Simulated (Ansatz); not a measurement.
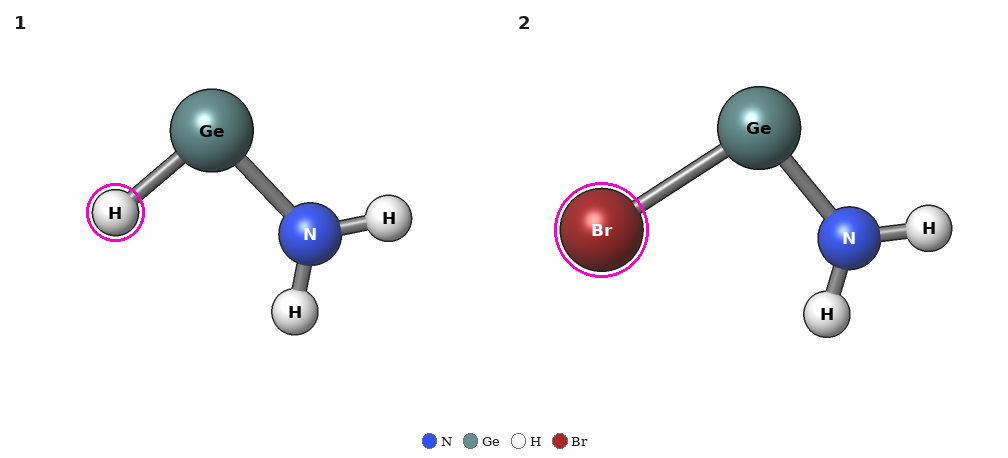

2 molecules with one skeleton, seen from the same side and at one scale; the atom that differs is circled. Charge 0, singlet. Computed geometries: PBE0-D4/def2-TZVP optimisations, one conformation each. Properties computed with Ansatz 0.2.0.

One atom differs, called X below: H in panel 1, Br in panel 2. Their formulas are GeH3N (`[NH2][GeH]`), BrGeH2N (`[NH2][Ge][Br]`).

Question: In which is the length of X–Ge larger (PBE0-D4/def2-TZVP)?

Answer: In panel 2 (X = Br).

Question: In which is the harmonic X–Ge stretching wavenumber higher (PBE0-D4/def2-TZVP)?

Answer: In panel 1 (X = H).

Give the values. With PBE0-D4/def2-TZVP: length of X–Ge (Å), angle N–Ge–X (°), harmonic X–Ge stretching wavenumber (cm⁻¹). With ωB97M-V/def2-TZVPP: dipole moment (D), HOMO energy (Kohn–Sham orbital) (eV), HOMO–LUMO gap (eV).

```json
{"quantity": "length of X–Ge (Å)", "1 (H)": "1.602", "2 (Br)": "2.372", "2 − 1": "+0.770"}
{"quantity": "angle N–Ge–X (°)", "1 (H)": "92.6", "2 (Br)": "96.0", "2 − 1": "+3.4"}
{"quantity": "dipole moment (D)", "1 (H)": "1.42", "2 (Br)": "3.06", "2 − 1": "+1.64"}
{"quantity": "HOMO energy (Kohn–Sham orbital) (eV)", "1 (H)": "−8.70", "2 (Br)": "−9.48", "2 − 1": "−0.78"}
{"quantity": "HOMO–LUMO gap (eV)", "1 (H)": "9.05", "2 (Br)": "9.50", "2 − 1": "+0.45"}
{"quantity": "harmonic X–Ge stretching wavenumber (cm⁻¹)", "1 (H)": "1888", "2 (Br)": "273", "2 − 1": "−1615"}
```
